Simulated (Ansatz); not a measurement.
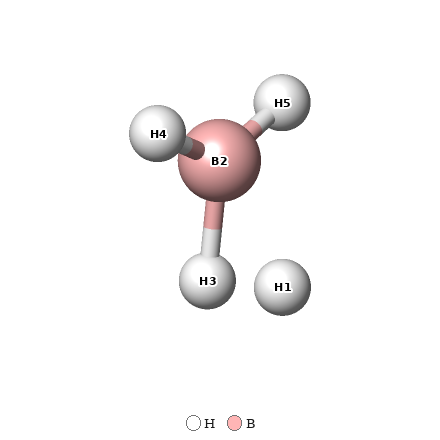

The system is the reacting system BH₄ (fragments BH₄ where the first distance is long, H₂ + BH₂ where the second is long), spin multiplicity 2; the picture shows the reference structure. First axis: distance H1–H3 (bond that forms). Second axis: distance H1–B2 (bond that breaks). Relaxed at each point: all other coordinates. The grid has 13 × 13 points. Points are written as (first, second). All energies are given in kJ/mol relative to a guessed transition structure relaxed with its forming and breaking bonds held. Energies and slopes of some neighbouring points disagree (a jump in structure or state, or too coarse a mesh). The calculation used Ansatz, UKS r2SCAN-D4/def2-TZVP.

Its coordinates:

```xyz
5

H    -1.0142   -0.5042   -0.2562
B     0.2996    0.1978    0.0017
H    -0.4900   -0.6948    0.5601
H     1.1315   -0.2966   -0.6786
H     0.0732    1.2978    0.3731
```

Range: distance H1–H3 (bond that forms) from 0.666 to 2.466 Å; distance H1–B2 (bond that breaks) from 1.035 to 2.835 Å.

Question: What will the energy surface look like?

Answer: The lowest grid point is at (2.099 Å, 1.353 Å), −18 kJ/mol from a guessed transition structure relaxed with its forming and breaking bonds held. Other grid points that lie below all their neighbours: (0.984 Å, 1.353 Å) (0.24 kJ/mol higher). The highest grid point, (1.122 Å, 2.835 Å), lies 175 kJ/mol above the lowest.

| second ↓, first → | 0.666 | 0.747 | 0.858 | 0.984 | 1.122 | 1.269 | 1.423 | 1.584 | 1.750 | 1.922 | 2.099 | 2.280 | 2.466 |
| --- | --- | --- | --- | --- | --- | --- | --- | --- | --- | --- | --- | --- | --- |
| 2.835 | 100 | 86 | 100 | 134 | 157 | 151 | 125 | 100 | 98 | 96 | 94 | 92 | 90 |
| 2.649 | 99 | 84 | 96 | 123 | 132 | 117 | 102 | 99 | 97 | 94 | 94 | 91 | 88 |
| 2.468 | 97 | 81 | 89 | 111 | 114 | 105 | 100 | 96 | 93 | 91 | 92 | 87 | 84 |
| 2.291 | 94 | 76 | 81 | 97 | 103 | 99 | 95 | 91 | 88 | 85 | 87 | 81 | 77 |
| 2.119 | 90 | 69 | 70 | 82 | 88 | 88 | 84 | 81 | 79 | 88 | 79 | 71 | 67 |
| 1.953 | 84 | 61 | 56 | 64 | 70 | 71 | 70 | 68 | 68 | 76 | 65 | 58 | 56 |
| 1.792 | 77 | 50 | 40 | 43 | 48 | 50 | 51 | 53 | 55 | 57 | 46 | 40 | 42 |
| 1.638 | 68 | 36 | 21 | 20 | 23 | 27 | 31 | 36 | 42 | 33 | 23 | 19 | 26 |
| 1.491 | 59 | 23 | 2 | −3 | −1 | 4 | 11 | 21 | 33 | 7 | −2 | −1 | 13 |
| 1.353 | 53 | 14 | −11 | −18 | −17 | −10 | −1 | 13 | 32 | −13 | −18 | −11 | 12 |
| 1.227 | 60 | 19 | −8 | −17 | −16 | −9 | 2 | 17 | 32 | −16 | −16 | −3 | 13 |
| 1.116 | 89 | 46 | 18 | 8 | 9 | 16 | 27 | 39 | −3 | 7 | 12 | 3 | 35 |
| 1.035 | 134 | 90 | 62 | 51 | 51 | 58 | 68 | 78 | 22 | 50 | 20 | 42 | 78 |

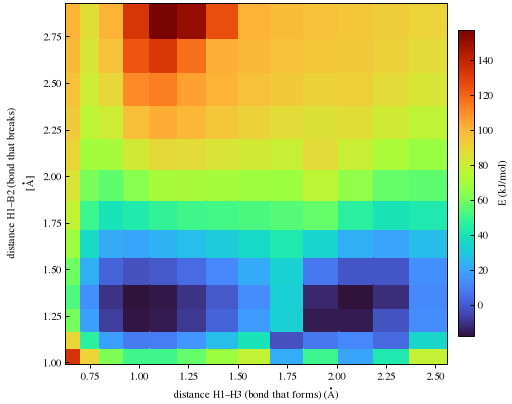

In the figure: one coloured cell a grid point.

Each point was launched as `ansatz run input.yaml --threads 1 --pin off --max-ram 2560MiB --backend cpu --events-out ev --progress --plain --runs-dir out`. Time for the 169 points that were run: 23 min on 1 thread of Arm Neoverse V2, with other jobs on the host.
